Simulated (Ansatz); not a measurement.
H$_{7}$OPSi$_{2}$···H$_{2}$

The calculation's input:

```
crystal:
  periodic: [false, false, false]
  atoms:
    - {symbol: Si, position_ang: [-1.016627, 1.222210, -0.118521]}
    - {symbol: H, position_ang: [2.419379, 0.976869, 0.415142]}
    - {symbol: O, position_ang: [-0.691676, 0.005826, 0.922247]}
    - {symbol: Si, position_ang: [0.012587, -1.437269, 1.222081]}
    - {symbol: H, position_ang: [-2.444516, 1.596792, 0.039166]}
    - {symbol: H, position_ang: [-0.159542, 2.388522, 0.217799]}
    - {symbol: H, position_ang: [2.654587, 0.486667, -0.096468]}
    - {symbol: P, position_ang: [-0.681266, 0.737499, -2.286916]}
    - {symbol: H, position_ang: [1.076693, -1.261925, 2.241374]}
    - {symbol: H, position_ang: [-1.014668, -2.377644, 1.734915]}
    - {symbol: H, position_ang: [0.609860, -1.991747, -0.021717]}
    - {symbol: H, position_ang: [-1.361984, -0.507543, -2.208866]}
    - {symbol: H, position_ang: [0.597273, 0.161542, -2.060036]}
basis:
  gaussian: {orbitals: def2-TZVPP}
hamiltonian: {xc: pbe0, dispersion: d4}
output: {orbitals: {seedname: orbitals}}
```

Command:

```sh
ansatz run in.yaml --threads 8 --pin off --events-out ev --progress --plain --max-ram 19148MiB
```

The product side of a reaction path; geometry: PBE0-D4/def2-TZVP.

All numbers below come from Ansatz, RKS PBE0-D4/def2-TZVPP.

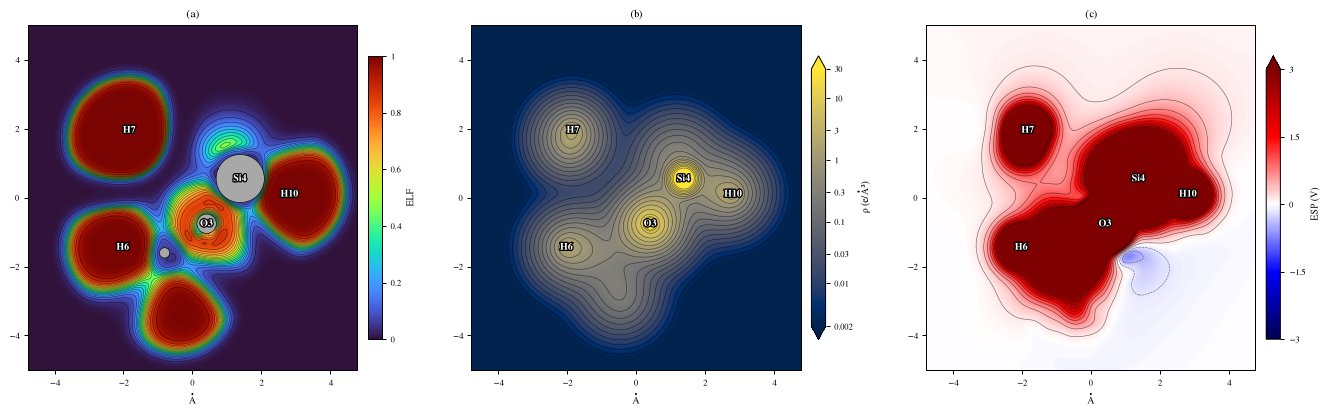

Figure 1. (a) ELF; (b) total electron density; (c) molecular electrostatic potential on the plane of atoms O3, Si4 and H10. Grey discs cover the atomic cores in the ELF map.

What do the fields say about this system?

The plane passes through O, Si and H nuclei.
Si–O (1.63 Å): ρ at the midpoint is about 1.2 e/Å³; the ELF peaks at about 0.85 between the atoms, as expected for a polar covalent bond.
Si–H (1.48 Å): the density is about 0.83 e/Å³ at the midpoint; the ELF climbs to about 1 towards the hydrogen, as it does in any bond to H.
The ELF also peaks beside O3, away from the bonds: lone-pair regions.
Outside the dense part of the complex the potential is most negative (−0.7 V) near O3.

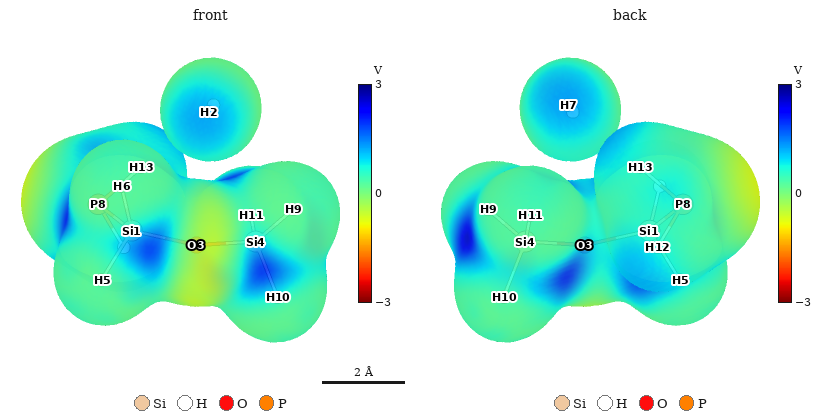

Figure 2. The molecular electrostatic potential painted on the density surface at 0.004 e/bohr³, seen from the front and from behind; the colour scale runs from red (negative) to blue (positive).

Which sites attract a positive test charge, and which a negative one?

A positive charge is drawn to the negative regions and a negative charge to the positive ones. The most negative region (about −0.7 V) lies over O3 and P8, the most positive (about +2.0 V) over Si1 and Si4.

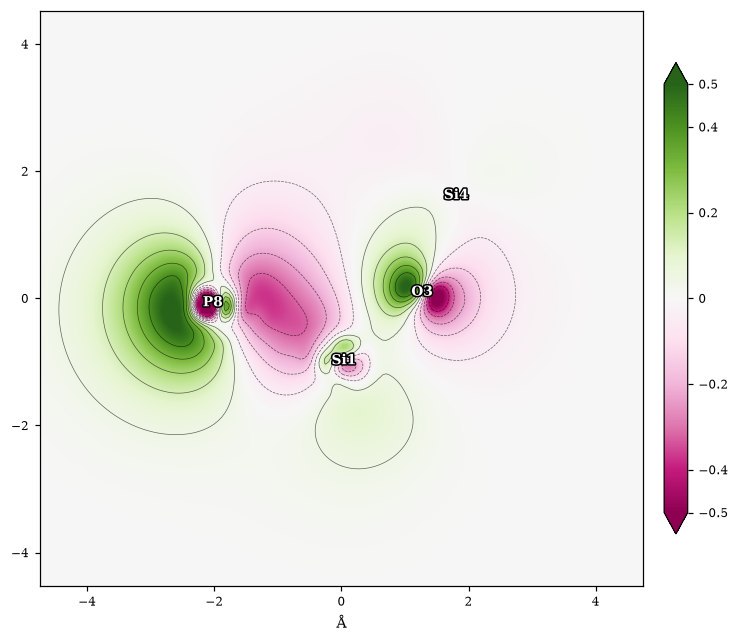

Figure 3. The HOMO on the plane of atoms O3, Si1 and P8 (values in Å⁻³ᐟ²; the overall sign is arbitrary).

What is the character of this orbital?

Its weight (Hirshfeld) is mainly on P8 (about 65 %), Si1 (about 15 %) and O3 (about 10 %); largely a lone pair of P8. Its energy is −7.60 eV.
